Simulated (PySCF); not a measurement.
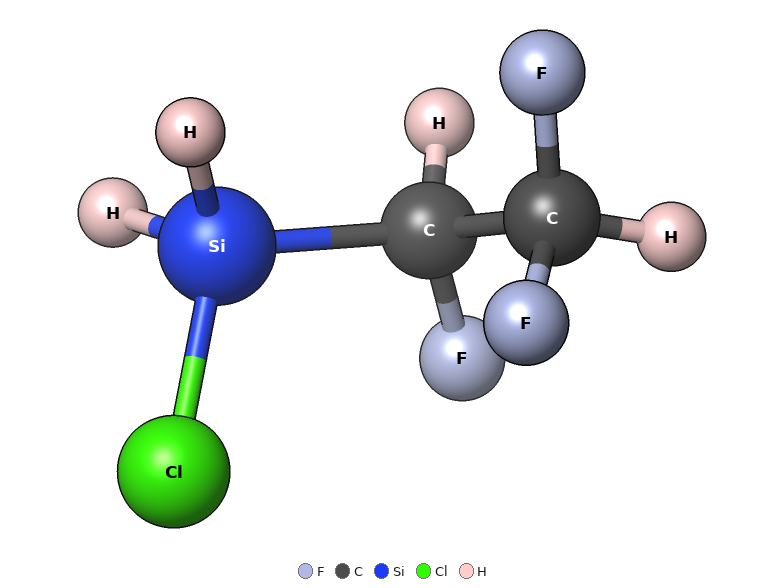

Ball-and-stick drawing of a structure.

The geometry was computed by an optimisation with PBE0-D3(BJ)/def2-SVP. No frequency run is at hand to confirm it as a minimum.

**Which formula does it have?**

C₂H₄ClF₃Si, 11 atoms: 2 carbon, 4 hydrogen, 1 chlorine, 3 fluorine and 1 silicon.

**Does it have rings?**

It has no ring.

The parts below concern this one geometry. Atoms keep their numbers from picture to picture.

**Shape**

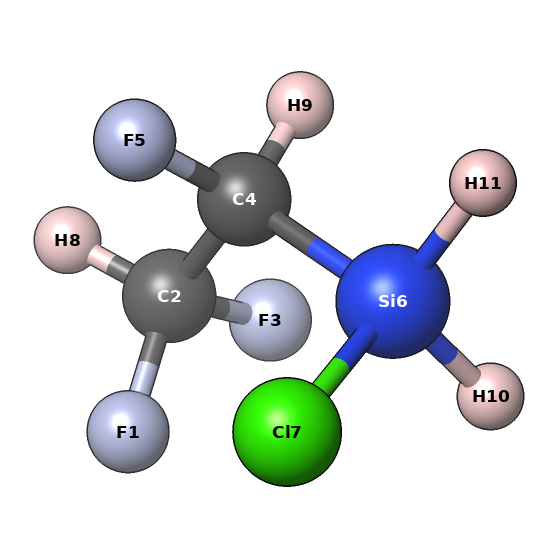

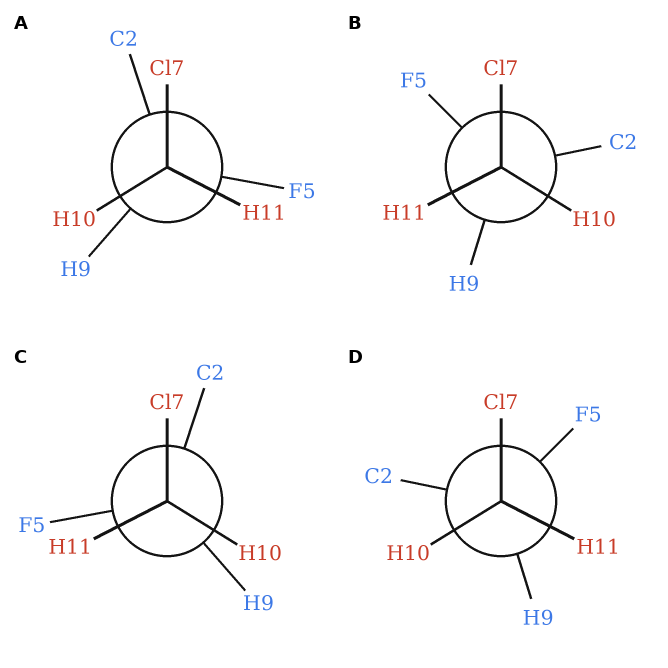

Distant atoms are faded towards the background colour. Bonds that would overlap in a projection are set slightly apart. No frequency run is at hand to confirm it as a minimum.

**Which Newman projection shows the view along Si6–C4, with Si6 in front?**

D. The torsion angle Cl7–Si6–C4–F5 is 45°, synclinal (gauche).

**Bond orders**

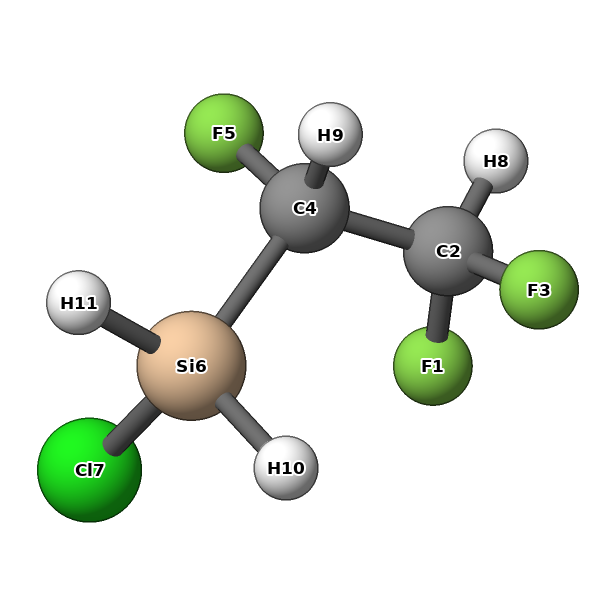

The thickness of each stick grows with its Mayer bond order. No frequency run is at hand to confirm it as a minimum. Level of theory: PBE0/def2-SVP (PySCF 2.14.0).

List the Mayer bond orders of F1–C2, C2–F3, C2–C4, C2–H8, C4–F5, C4–Si6, C4–H9, Si6–Cl7, Si6–H10, Si6–H11.

| bond | Mayer order | length (Å) |
| --- | --- | --- |
| F1–C2 | 1.06 | 1.348 |
| C2–F3 | 1.03 | 1.351 |
| C2–C4 | 0.98 | 1.514 |
| C2–H8 | 0.95 | 1.105 |
| C4–F5 | 0.93 | 1.378 |
| C4–Si6 | 0.87 | 1.915 |
| C4–H9 | 0.91 | 1.106 |
| Si6–Cl7 | 1.11 | 2.057 |
| Si6–H10 | 0.94 | 1.486 |
| Si6–H11 | 0.94 | 1.487 |

**Levels of theory compared**

No frequency run is at hand to confirm it as a minimum. Program: PySCF 2.14.0.

At this fixed geometry, give HOMO–LUMO gap (eV), dipole (D), HOMO energy (eV) at these levels: B3LYP/pcSseg-1; BHandHLYP/pcSseg-1; LC-wPBE/pcSseg-1; PBE0/6-31G*; PBE0/IGLO-III; PBE0/STO-3G; PBE0/aug-cc-pVDZ; PBE0/def2-TZVP; PBE0/pcSseg-0.

```csv
level,HOMO–LUMO gap (eV),dipole (D),HOMO energy (eV)
B3LYP/pcSseg-1,8.23,2.56,−8.63
BHandHLYP/pcSseg-1,11.00,2.77,−10.23
LC-wPBE/pcSseg-1,13.69,2.76,−11.61
PBE0/6-31G*,8.56,2.63,−8.63
PBE0/IGLO-III,8.63,2.14,−8.80
PBE0/STO-3G,9.23,3.05,−5.02
PBE0/aug-cc-pVDZ,8.33,2.36,−8.84
PBE0/def2-TZVP,8.60,2.23,−8.82
PBE0/pcSseg-0,8.64,3.43,−8.95
```

**NMR shielding**

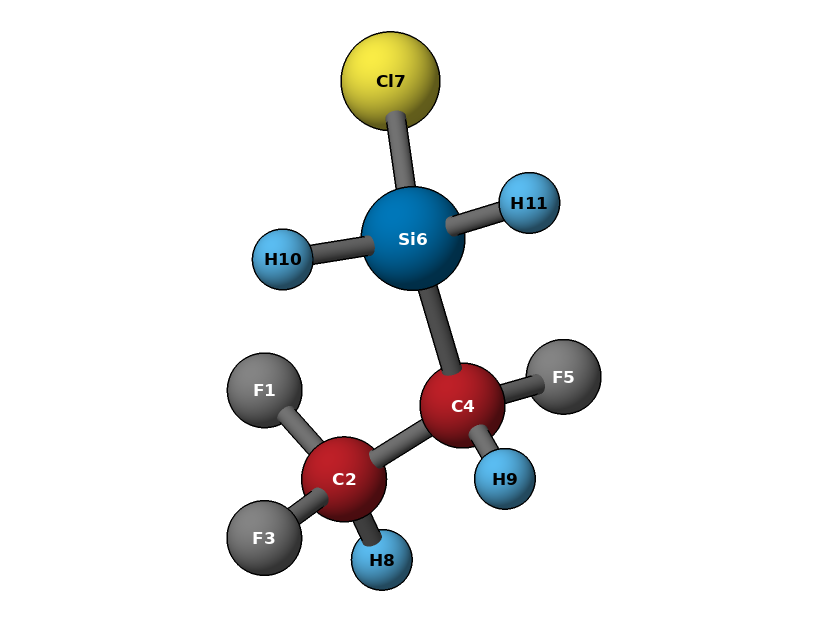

The questions are on isotropic NMR shieldings of the C atoms. No frequency run is at hand to confirm it as a minimum. Method: GIAO B97-2/pcSseg-1 NMR shielding, non-relativistic, gas phase (PySCF 2.14.0).

List the isotropic NMR shieldings of the C atoms.

| atom | σ (ppm) |
| --- | --- |
| C2 | 66.2 |
| C4 | 96.5 |
